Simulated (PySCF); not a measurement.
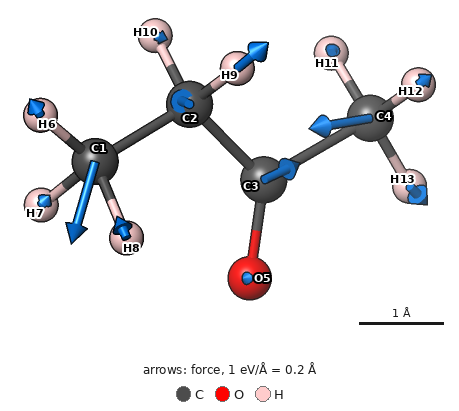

Starting geometry of C4H8O with the computed forces as blue arrows. A ball-and-stick model, seen at a tilt.

The start comes from MMFF94s. Its atoms were then displaced at random by about 0.03 Å.

Method: PBE0-D3(BJ)/def2-SVP geometry optimisation, gas phase in PySCF. 

### Is this structure relaxed? If not, where do the atoms go?

It isn't relaxed: the largest force vector, on C1, is 5.23 eV/Å. The final displacements follow the starting forces only in part (cosine between the two patterns 0.53). The largest moves after the best rigid fit, 0.10 Å, are those of C4, H7, H8 and H11. Largest moves by element: H 0.10 Å, C 0.10 Å, O 0.08 Å. Near-neighbour distances that change, for instance: C3–C4 1.654 → 1.510 Å, C1–C2 1.433 → 1.515 Å, C2–H9 1.027 → 1.105 Å, C1–H8 1.166 → 1.100 Å. Among the angles between lasting bonds that change: H11–C4–H13 120.6° → 109.8°, C3–C4–H13 101.9° → 109.7°, C3–C4–H12 102.8° → 110.3°. After 6 geometry steps the energy has fallen by 19.2 kcal/mol. Cost: 34 s on 1 thread of Intel(R) Xeon(R) Platinum 8259CL CPU @ 2.50GHz, with other jobs on the host.
